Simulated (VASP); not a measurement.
Energy against volume of SrO (rock salt). Level of theory: PBEsol GGA, VASP's PBE PAW potentials (set 64) (plane waves; VASP 6.6.1).

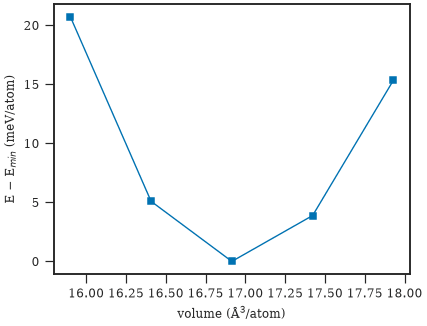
Energy against volume

Problem. Estimate the equilibrium volume and the bulk modulus.

Solution. The minimum lies near 16.9 Å³/atom, and the curvature gives B0 of about 94 GPa.

Measured: bulk modulus 91.0 GPa at 300 K (computed value off by +2.7 %), a 5.160 Å at 300 K (computed value off by -0.5 %), as given by Juan A. Santana et al., The Journal of Chemical Physics (2016), arXiv:1608.06321. The calculation is for a static lattice, while the measured bulk modulus, a hold thermal and zero-point effects, which are part of the difference.

The compound is SrO in the rock salt structure. It was relaxed first.
